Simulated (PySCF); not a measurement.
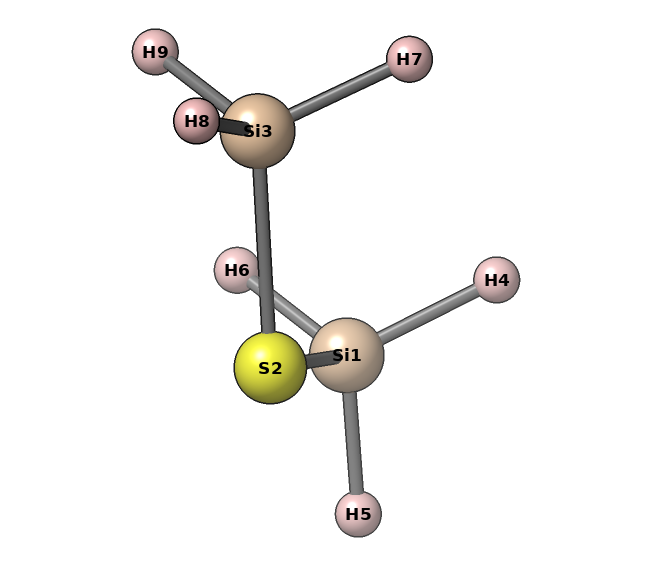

Si1 lies behind S2. The molecule seen a little off the S2–Si1 bond, S2 in front. Atoms fade into the background with distance from the viewer. The computed structure is the end point of a PBE0-D3(BJ)/def2-SVP optimisation. No frequency run is at hand to confirm it as a minimum.

What is the torsion angle Si3–S2–Si1–H4? The sign is positive where the front bond must turn clockwise to cover the back bond.

Answer. 62°, synclinal (gauche).
